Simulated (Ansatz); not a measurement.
Take GaAs in the zinc blende structure (space group F-43m, No. 216; a = 5.6590 Å) as the base. Axes: x, y, z lie along the cube axes.

The change: biaxial strain −1.02 %, plane normal [001], relaxed out of plane (Cartesian); in-plane vectors clamped, the third vector and the atoms free.

Calculations: PBEsol/PAW in Ansatz (a program for electronic structure), scalar-relativistic without spin-orbit coupling.

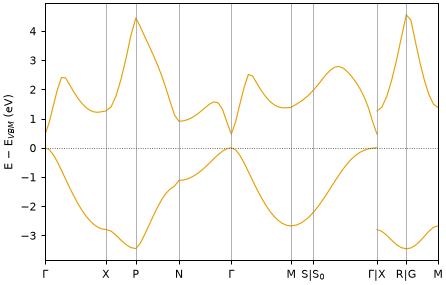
Figure: Highest valence and lowest conduction band along the path of the changed cell's own zone

**Question.** Read the changed gap and its character from the plot.

**Answer.** About 0.5 eV, direct at Γ.

Gaps are Kohn–Sham eigenvalue differences; semilocal functionals usually give less than the measured gap. Stability against distortions was not tested. Labels are those of the standard path for the cell's own space group.
